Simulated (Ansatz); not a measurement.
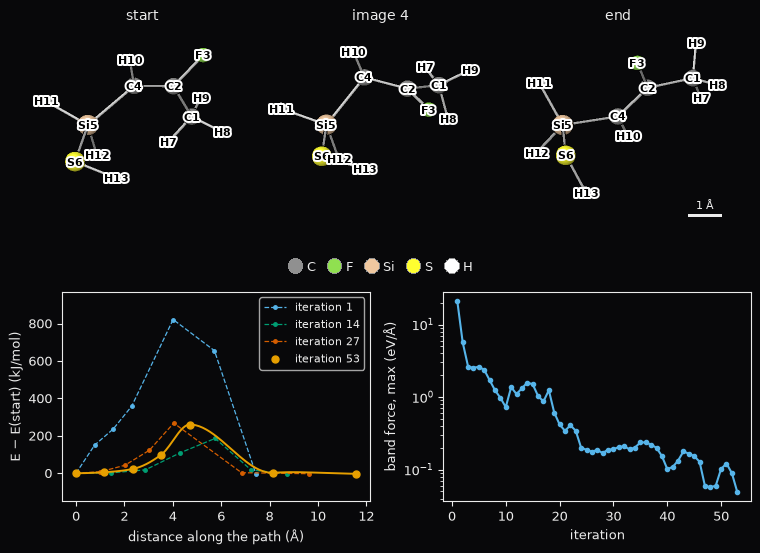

A nudged-elastic-band calculation for C$_{3}$H$_{7}$FSSi. Images are numbered from 0 (start) to 6 (end). The plot follows the band through its iterations. A ball-and-stick model, seen at a tilt.

The calculation used Ansatz, RKS B3LYP-D4/def2-SVP. Run with 5 movable images; climbing image; force threshold 0.05 eV/Å; iteration limit 60; starting path through a guess of the saddle point.

### How did the profile develop, and is the result final?

The run is converged, with reservations. The band converged in 53 iterations. The largest component of the band force went from 21 to 0.049 eV/Å. The climbing image converged on the top of the path. Its vibrational analysis gives 2 imaginary modes over 30i cm⁻¹, so it isn't confirmed as a transition state. The first iteration put the highest image at 821.5 kJ/mol. Forward barrier 260.1 kJ/mol, backward barrier 262.7 kJ/mol, with image 4 at the top; the reaction energy is −2.6 kJ/mol.
